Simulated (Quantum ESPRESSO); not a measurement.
# NaF (Fm-3m): phonons against volume, part 5 of 8

Which modes of NaF drive its thermal expansion?

Measurements to reproduce:
- volume expansion coefficient 95.1 1e-6/K and heat capacity C_P per formula unit 46.9 J/mol/K near room temperature (given in “High-Throughput Prediction of Finite-Temperature Properties using the Quasi-Harmonic Approximation”, 2016, arXiv:1603.06924)
- volume expansion coefficient 102.6 1e-6/K near room temperature (given in “Descriptors for thermal expansion in solids”, 2017, arXiv:1701.03966)

Quantum ESPRESSO 7.5; DFT PBE+D3(BJ), scalar-relativistic, plane waves, GBRV ultrasoft pseudopotentials.

So far. Step 4 (Ground state at this cell): On a basis chosen for the relaxed cell the pressure is 0.0030 GPa, small enough for phonons. Step 6 (Zone-centre response): The Born charges sum to zero within 0.0032 e; the rest is removed before use. Acoustic frequencies in this log differ from zero by the error of the sum rule, which ph.x does not impose.

## Step 7: A displaced supercell

System of this step: NaF. It takes space group Imm2 (No. 44, orthorhombic). Conventional cell: a = 6.567 Å, b = 9.288 Å, c = 6.567 Å, α = 90.00°, β = 90.00°, γ = 90.00°. Na has 6 F at 2.31 to 2.34 Å nearest. Nearest to Na lie 6 F at 2.32 Å. Na has 6 F at 2.32 Å nearest. Nearest to F lie 6 Na at 2.32 Å. Farther neighbours and most contacts between anions are not listed.

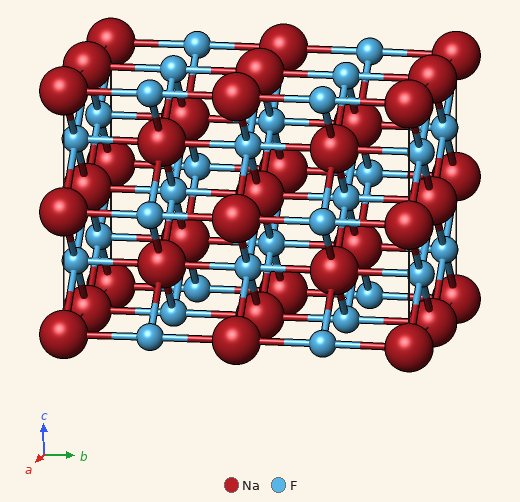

The cell of this step (sodium red, fluorine blue). Some periodic images of atoms are drawn too.

The input, disp-00001.in:

```
&CONTROL
  calculation = 'scf'
  prefix      = 'x'
  outdir      = './tmp'
  pseudo_dir  = './pseudo'
  tprnfor     = .true.
  disk_io     = 'none'
/
&SYSTEM
  ibrav           = 0
  nat             = 16
  ntyp            = 2
  ecutwfc         = 45.0
  ecutrho         = 270.0
  occupations     = 'fixed'
  nbnd            = 66
  vdw_corr        = 'grimme-d3'
  dftd3_version   = 4
  dftd3_threebody = .false.
/
&ELECTRONS
  conv_thr         = 1.0d-11
  mixing_beta      = 0.7
  electron_maxstep = 100
/
ATOMIC_SPECIES
 Na     22.9898  Na.upf
 F      18.9984  F.upf
CELL_PARAMETERS angstrom
     0.000000000    4.643815134    4.643815134
     4.643815134    0.000000000    4.643815134
     4.643815134    4.643815134    0.000000000
ATOMIC_POSITIONS crystal
 Na     0.003045370   0.000000000   0.000000000
 Na     0.500000000   0.000000000   0.000000000
 Na     0.000000000   0.500000000   0.000000000
 Na     0.500000000   0.500000000   0.000000000
 Na     0.000000000   0.000000000   0.500000000
 Na     0.500000000   0.000000000   0.500000000
 Na     0.000000000   0.500000000   0.500000000
 Na     0.500000000   0.500000000   0.500000000
 F      0.250000000   0.250000000   0.250000000
 F      0.750000000   0.250000000   0.250000000
 F      0.250000000   0.750000000   0.250000000
 F      0.750000000   0.750000000   0.250000000
 F      0.250000000   0.250000000   0.750000000
 F      0.750000000   0.250000000   0.750000000
 F      0.250000000   0.750000000   0.750000000
 F      0.750000000   0.750000000   0.750000000
K_POINTS automatic
 3 3 3 0 0 0
```

On the command line:

```
$ OMP_NUM_THREADS=1 mpirun -n 4 pw.x -nk 4 -in disp-00001.in > disp-00001.out
```

The log of the run:

```text
[banner, memory and clock lines left out]
Program PWSCF v.7.5

     Message from routine setup:
     using ibrav=0 with symmetry is DISCOURAGED, use correct ibrav instead

     G-vector sticks info

     bravais-lattice index     =            0
     lattice parameter (alat)  =      12.4105  a.u.
     unit-cell volume          =    1351.6099 (a.u.)^3
     number of atoms/cell      =           16
     number of atomic types    =            2
     number of electrons       =       128.00
     number of Kohn-Sham states=           66
     kinetic-energy cutoff     =      45.0000  Ry
     charge density cutoff     =     270.0000  Ry
     scf convergence threshold =      1.0E-11
     mixing beta               =       0.7000
     number of iterations used =            8  plain     mixing
     Exchange-correlation=  SLA  PW   PBX  PBC
                           (   1   4   3   4   0   0   0)

     celldm(1)=  12.410486  celldm(2)=   0.000000  celldm(3)=   0.000000
     celldm(4)=   0.000000  celldm(5)=   0.000000  celldm(6)=   0.000000

     crystal axes: (cart. coord. in units of alat)
               a(1) = (   0.000000   0.707107   0.707107 )
               a(2) = (   0.707107   0.000000   0.707107 )
               a(3) = (   0.707107   0.707107   0.000000 )

     reciprocal axes: (cart. coord. in units 2 pi/alat)
               b(1) = ( -0.707107  0.707107  0.707107 )
               b(2) = (  0.707107 -0.707107  0.707107 )
               b(3) = (  0.707107  0.707107 -0.707107 )

     PseudoPot. # 1 for Na read from file:
     ./pseudo/Na.upf
     Pseudo is Ultrasoft, Zval =  9.0
     Using radial grid of  819 points,  5 beta functions with:
                l(1) =   0
                l(2) =   0
                l(3) =   1
                l(4) =   1
                l(5) =   2
     Q(r) pseudized with  8 coefficients,  rinner =    1.250   1.250   1.250
                                                       1.250   1.250

     PseudoPot. # 2 for F  read from file:
     ./pseudo/F.upf
     Pseudo is Ultrasoft, Zval =  7.0
     Using radial grid of  799 points,  4 beta functions with:
                l(1) =   0
                l(2) =   0
                l(3) =   1
                l(4) =   1
     Q(r) pseudized with  8 coefficients,  rinner =    0.950   0.950   0.950

     atomic species   valence    mass     pseudopotential
     Na                9.00    22.98980     Na( 1.00)
     F                 7.00    18.99840     F ( 1.00)

      4 Sym. Ops. (no inversion) found

   Cartesian axes

     site n.     atom                  positions (alat units)
         1        Na     tau(   1) = (   0.0000000   0.0021534   0.0021534  )
         2        Na     tau(   2) = (   0.0000000   0.3535534   0.3535534  )
         3        Na     tau(   3) = (   0.3535534   0.0000000   0.3535534  )
         4        Na     tau(   4) = (   0.3535534   0.3535534   0.7071068  )
         5        Na     tau(   5) = (   0.3535534   0.3535534   0.0000000  )
         6        Na     tau(   6) = (   0.3535534   0.7071068   0.3535534  )
         7        Na     tau(   7) = (   0.7071068   0.3535534   0.3535534  )
         8        Na     tau(   8) = (   0.7071068   0.7071068   0.7071068  )
         9        F      tau(   9) = (   0.3535534   0.3535534   0.3535534  )
        10        F      tau(  10) = (   0.3535534   0.7071068   0.7071068  )
        11        F      tau(  11) = (   0.7071068   0.3535534   0.7071068  )
        12        F      tau(  12) = (   0.7071068   0.7071068   1.0606602  )
        13        F      tau(  13) = (   0.7071068   0.7071068   0.3535534  )
        14        F      tau(  14) = (   0.7071068   1.0606602   0.7071068  )
        15        F      tau(  15) = (   1.0606602   0.7071068   0.7071068  )
        16        F      tau(  16) = (   1.0606602   1.0606602   1.0606602  )

     DFT-D3 Dispersion Correction (no 3-body):
       Reference C6 values for interpolation:

         atom   Coordination number   C6
         F          0.000            19.38
         F          0.998            14.27
         Na         0.000          3216.06
         Na         0.968           372.21

       Values used:

         atom   Coordination number  R0_AB[au]  C6      C8
         Na        16.877            3.504    372.21  48432.19
         Na        16.879            3.504    372.21  48432.19
         Na        16.880            3.504    372.21  48432.19
         Na        16.880            3.504    372.21  48432.19
         Na        16.880            3.504    372.21  48432.19
         Na        16.880            3.504    372.21  48432.19
         Na        16.880            3.504    372.21  48432.19
         Na        16.880            3.504    372.21  48432.19
         F          5.708            2.173     14.27    244.15
         F          5.708            2.173     14.27    244.15
         F          5.714            2.173     14.27    244.15
         F          5.701            2.173     14.27    244.15
         F          5.714            2.173     14.27    244.15
         F          5.701            2.173     14.27    244.15
         F          5.708            2.173     14.27    244.15
         F          5.708            2.173     14.27    244.15

         Molecular C6 ( Ry / a.u.^6 ) =     31123.37

     number of k points=     8
                       cart. coord. in units 2pi/alat
        k(    1) = (   0.0000000   0.0000000   0.0000000), wk =   0.0740741
        k(    2) = (   0.2357023   0.2357023  -0.2357023), wk =   0.2962963
        k(    3) = (   0.4714045   0.0000000  -0.0000000), wk =   0.1481481
        k(    4) = (  -0.0000000  -0.4714045   0.4714045), wk =   0.1481481
        k(    5) = (   0.2357023   0.2357023   0.2357023), wk =   0.2962963
        k(    6) = (  -0.0000000   0.4714045   0.0000000), wk =   0.2962963
        k(    7) = (  -0.4714045  -0.0000000  -0.4714045), wk =   0.5925926
        k(    8) = (   0.0000000   0.4714045   0.4714045), wk =   0.1481481

     Dense  grid:   101333 G-vectors     FFT dimensions: (  72,  72,  72)

     Smooth grid:    55345 G-vectors     FFT dimensions: (  54,  54,  54)

     Initial potential from superposition of free atoms

     starting charge     127.9497, renormalised to     128.0000
     Starting wfcs are   72 randomized atomic wfcs

     per-process dynamical memory:   110.9 Mb

     Self-consistent Calculation

     iteration #  1     ecut=    45.00 Ry     beta= 0.70
     Davidson diagonalization with overlap
     ethr =  1.00E-02,  avg # of iterations =  2.0

     total energy              =   -1152.96512166 Ry
     estimated scf accuracy    <       1.84518101 Ry

     iteration #  2     ecut=    45.00 Ry     beta= 0.70
     Davidson diagonalization with overlap
     ethr =  1.44E-03,  avg # of iterations =  3.0

     total energy              =   -1153.42517092 Ry
     estimated scf accuracy    <       2.05452626 Ry

     iteration #  3     ecut=    45.00 Ry     beta= 0.70
     Davidson diagonalization with overlap
     ethr =  1.44E-03,  avg # of iterations =  2.0

     total energy              =   -1153.81582592 Ry
     estimated scf accuracy    <       0.00846603 Ry

     iteration #  4     ecut=    45.00 Ry     beta= 0.70
     Davidson diagonalization with overlap
     ethr =  6.61E-06,  avg # of iterations =  3.2

     total energy              =   -1153.81817797 Ry
     estimated scf accuracy    <       0.00269838 Ry

     iteration #  5     ecut=    45.00 Ry     beta= 0.70
     Davidson diagonalization with overlap
     ethr =  2.11E-06,  avg # of iterations =  3.0

     total energy              =   -1153.81822824 Ry
     estimated scf accuracy    <       0.00036956 Ry

     iteration #  6     ecut=    45.00 Ry     beta= 0.70
     Davidson diagonalization with overlap
     ethr =  2.89E-07,  avg # of iterations =  2.0

     total energy              =   -1153.81835386 Ry
     estimated scf accuracy    <       0.00002536 Ry

     iteration #  7     ecut=    45.00 Ry     beta= 0.70
     Davidson diagonalization with overlap
     ethr =  1.98E-08,  avg # of iterations =  2.0

     total energy              =   -1153.81833914 Ry
     estimated scf accuracy    <       0.00004791 Ry

     iteration #  8     ecut=    45.00 Ry     beta= 0.70
     Davidson diagonalization with overlap
     ethr =  1.98E-08,  avg # of iterations =  2.0

     total energy              =   -1153.81834275 Ry
     estimated scf accuracy    <       0.00000373 Ry

     iteration #  9     ecut=    45.00 Ry     beta= 0.70
     Davidson diagonalization with overlap
     ethr =  2.92E-09,  avg # of iterations =  2.0

     total energy              =   -1153.81834299 Ry
     estimated scf accuracy    <       0.00000033 Ry

     iteration # 10     ecut=    45.00 Ry     beta= 0.70
     Davidson diagonalization with overlap
     ethr =  2.57E-10,  avg # of iterations =  2.2

     total energy              =   -1153.81834311 Ry
     estimated scf accuracy    <       0.00000004 Ry

     iteration # 11     ecut=    45.00 Ry     beta= 0.70
     Davidson diagonalization with overlap
     ethr =  3.16E-11,  avg # of iterations =  2.0

     total energy              =   -1153.81834311 Ry
     estimated scf accuracy    <          3.7E-09 Ry

     iteration # 12     ecut=    45.00 Ry     beta= 0.70
     Davidson diagonalization with overlap
     ethr =  2.92E-12,  avg # of iterations =  2.0

     total energy              =   -1153.81834311 Ry
     estimated scf accuracy    <          2.9E-10 Ry

     iteration # 13     ecut=    45.00 Ry     beta= 0.70
     Davidson diagonalization with overlap
     ethr =  2.26E-13,  avg # of iterations =  2.0

     total energy              =   -1153.81834311 Ry
     estimated scf accuracy    <          8.1E-11 Ry

     iteration # 14     ecut=    45.00 Ry     beta= 0.70
     Davidson diagonalization with overlap
     ethr =  1.00E-13,  avg # of iterations =  2.0

     End of self-consistent calculation

          k = 0.0000 0.0000 0.0000 (  6855 PWs)   bands (ev):

   -46.3681 -46.3554 -46.3554 -46.3554 -46.3553 -46.3515 -46.3515 -46.3515
   -19.0631 -19.0631 -19.0627 -19.0626 -18.4088 -18.3768 -18.3767 -18.3766
   -18.2926 -18.2922 -18.2921 -18.2921 -18.2921 -18.2921 -18.2532 -18.2526
   -18.2524 -18.2524 -18.2524 -18.2524 -18.2524 -18.2523 -18.2408 -18.2406
   -18.2404 -18.1697 -18.1689 -18.1677 -17.4566 -17.4566 -17.4564 -17.4563
    -0.8267  -0.8264  -0.8263  -0.8263  -0.5201  -0.5199  -0.5196   0.3449
     0.3450   0.3454   0.3457   0.3461   0.3462   0.4944   0.4947   0.4947
     0.4948   0.4952   0.4954   0.4958   0.4959   0.7510   0.7511   0.7515
     7.0113  11.4958

          k = 0.2357 0.2357-0.2357 (  6892 PWs)   bands (ev):

   -46.3650 -46.3586 -46.3544 -46.3544 -46.3543 -46.3525 -46.3525 -46.3524
   -18.9717 -18.9534 -18.9528 -18.9525 -18.7138 -18.6574 -18.6573 -18.6572
   -18.3238 -18.3229 -18.3221 -18.2822 -18.2822 -18.2822 -18.2768 -18.2765
   -18.2761 -18.2623 -18.2623 -18.2623 -18.2494 -18.2494 -18.2435 -18.2435
   -17.9031 -17.8424 -17.8419 -17.8413 -17.5808 -17.5599 -17.5597 -17.5594
    -0.6329  -0.6328  -0.6326  -0.5003  -0.4391  -0.4388  -0.4382   0.1898
     0.1902   0.1913   0.2650   0.3050   0.3063   0.3104   0.3817   0.3818
     0.3822   0.4561   0.4567   0.4571   0.5578   0.5582   0.6857   0.6860
     7.9346   9.9187

          k = 0.4714 0.0000-0.0000 (  6915 PWs)   bands (ev):

[...]
8.2177  10.8537

          k =-0.0000-0.4714 0.4714 (  6895 PWs)   bands (ev):

[...]
9.1816   9.8282

          k = 0.2357 0.2357 0.2357 (  6892 PWs)   bands (ev):

[...]
7.9346   9.9187

          k =-0.0000 0.4714 0.0000 (  6915 PWs)   bands (ev):

[...]
8.2177  10.8536

          k =-0.4714-0.0000-0.4714 (  6895 PWs)   bands (ev):

[...]
9.1816   9.8279

          k = 0.0000 0.4714 0.4714 (  6895 PWs)   bands (ev):

   -46.3607 -46.3586 -46.3586 -46.3545 -46.3545 -46.3525 -46.3524 -46.3523
   -18.8601 -18.8481 -18.8429 -18.8308 -18.8245 -18.8049 -18.8022 -18.7991
   -18.3361 -18.3139 -18.3138 -18.2979 -18.2979 -18.2906 -18.2906 -18.2727
   -18.2727 -18.2690 -18.2680 -18.2626 -18.2626 -18.2615 -18.2615 -18.2432
   -17.7155 -17.7053 -17.7038 -17.6846 -17.6828 -17.6690 -17.6689 -17.6668
    -0.4190  -0.4136  -0.3763  -0.3708  -0.2959  -0.2949  -0.2685  -0.1532
    -0.1449   0.0235   0.0240   0.2257   0.2274   0.3382   0.3401   0.4093
     0.4155   0.4158   0.4822   0.4860   0.4988   0.5259   0.5266   0.6153
     9.1816   9.8283

     highest occupied, lowest unoccupied level (ev):     0.7515    7.0113

!    total energy              =   -1153.81834311 Ry
     estimated scf accuracy    <          7.2E-12 Ry

     The total energy is the sum of the following terms:
     one-electron contribution =    -696.25959408 Ry
     hartree contribution      =     402.21482150 Ry
     xc contribution           =    -191.04590175 Ry
     ewald contribution        =    -668.52484493 Ry
     DFT-D3 Dispersion         =      -0.20282385 Ry

     convergence has been achieved in  14 iterations

     Forces acting on atoms (cartesian axes, Ry/au):

     atom    1 type  1   force =     0.00000000   -0.00225486   -0.00225486
     atom    2 type  1   force =    -0.00000000    0.00068101    0.00068101
     atom    3 type  1   force =     0.00045157   -0.00009376    0.00022931
     atom    4 type  1   force =    -0.00045157    0.00022931   -0.00009376
     atom    5 type  1   force =     0.00045157    0.00022931   -0.00009376
     atom    6 type  1   force =    -0.00045157   -0.00009376    0.00022931
     atom    7 type  1   force =    -0.00000000   -0.00022223   -0.00022223
     atom    8 type  1   force =     0.00000000    0.00017924    0.00017924
     atom    9 type  2   force =    -0.00000225   -0.00006601   -0.00006601
     atom   10 type  2   force =    -0.00000320    0.00012615    0.00012615
     atom   11 type  2   force =     0.00000000    0.00051906    0.00012467
     atom   12 type  2   force =    -0.00000000    0.00012717    0.00045458
     atom   13 type  2   force =     0.00000000    0.00012467    0.00051906
     atom   14 type  2   force =     0.00000000    0.00045458    0.00012717
     atom   15 type  2   force =     0.00000320    0.00012615    0.00012615
     atom   16 type  2   force =     0.00000225   -0.00006601   -0.00006601

     Total force =     0.003663     Total SCF correction =     0.000000
     Message from routine punch:
     Nothing written, as per user request (disk_io='none')
```

The job ended after 40 s (4 MPI ranks of Arm Neoverse V1, shared host).

Numbers from this step:

- gap on the k-mesh: 6.260 eV

Force by atom:

```csv
atom,x (eV/Å),y (eV/Å),z (eV/Å),size
Na1,0.0000,-0.0580,-0.0580,0.0820
Na2,0.0000,0.0175,0.0175,0.0248
Na3,0.0116,-0.0024,0.0059,0.0132
Na4,-0.0116,0.0059,-0.0024,0.0132
Na5,0.0116,0.0059,-0.0024,0.0132
Na6,-0.0116,-0.0024,0.0059,0.0132
Na7,0.0000,-0.0057,-0.0057,0.0081
Na8,0.0000,0.0046,0.0046,0.0065
F9,-0.0001,-0.0017,-0.0017,0.0024
F10,-0.0001,0.0032,0.0032,0.0046
F11,0.0000,0.0134,0.0032,0.0137
F12,0.0000,0.0033,0.0117,0.0121
F13,0.0000,0.0032,0.0134,0.0137
F14,0.0000,0.0117,0.0033,0.0121
F15,0.0001,0.0032,0.0032,0.0046
F16,0.0001,-0.0017,-0.0017,0.0024
```

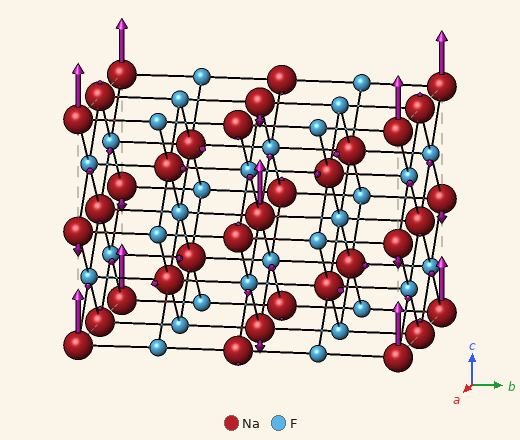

Force as arrows, the longest 0.0820 eV/Å. Some periodic images of atoms are drawn too.

At this level the gap is 6.26 eV on the k-mesh of the self-consistent run, which can miss the band edges.

## Step 8: Forces on a displaced cell

One atom (for the harmonic constants) or a pair of atoms (for the cubic ones) is moved by a few hundredths of an ångström; the forces on all atoms give a column of force constants. The threshold is tight because the forces are small.

disp-00002.in, as its differences from disp-00001.in of step 7:

```diff
@@ -33,3 +33,3 @@
 ATOMIC_POSITIONS crystal
- Na     0.003045370   0.000000000   0.000000000
+ Na     0.000000000   0.000000000   0.000000000
  Na     0.500000000   0.000000000   0.000000000
@@ -41,3 +41,3 @@
  Na     0.500000000   0.500000000   0.500000000
- F      0.250000000   0.250000000   0.250000000
+ F      0.253045370   0.250000000   0.250000000
  F      0.750000000   0.250000000   0.250000000
```

On the command line:

```
$ OMP_NUM_THREADS=1 mpirun -n 4 pw.x -nk 4 -in disp-00002.in > disp-00002.out
```

The log of the run:

```text
[banner, memory and clock lines left out]
Program PWSCF v.7.5

     Message from routine setup:
     using ibrav=0 with symmetry is DISCOURAGED, use correct ibrav instead

     G-vector sticks info

     bravais-lattice index     =            0
     lattice parameter (alat)  =      12.4105  a.u.
     unit-cell volume          =    1351.6099 (a.u.)^3
     number of atoms/cell      =           16
     number of atomic types    =            2
     number of electrons       =       128.00
[...]
atom    1 type  1   force =     0.00000252   -0.00006604   -0.00006604
     atom    2 type  1   force =     0.00000196    0.00012611    0.00012611
     atom    3 type  1   force =    -0.00000000    0.00045468    0.00012726
[...]
atom   15 type  2   force =     0.00000000   -0.00011629   -0.00011629
     atom   16 type  2   force =    -0.00000000    0.00009422    0.00009422

     Total force =     0.003537     Total SCF correction =     0.000000
     Message from routine punch:
     Nothing written, as per user request (disk_io='none')
[key lines of the parts left out:]
!    total energy              =   -1153.81834382 Ry
convergence has been achieved in  14 iterations
```

Wall time 40 s (4 MPI ranks).

(Part 5 of 8 ends here.)

[Logs are printed without paths, hosts, clocks, repeated set-up lines and the standing remarks that a program may print on its own settings, such as how far it seeks lower states.]

[Hosts, paths, dates, database ids (printed as entryN), source tags and the programs' standing remarks are cut or masked in the printed files.]

[A step with changed settings may run another functional than the one named; its input shows which.]

[Of the runs on displaced cells, only some may be shown.]
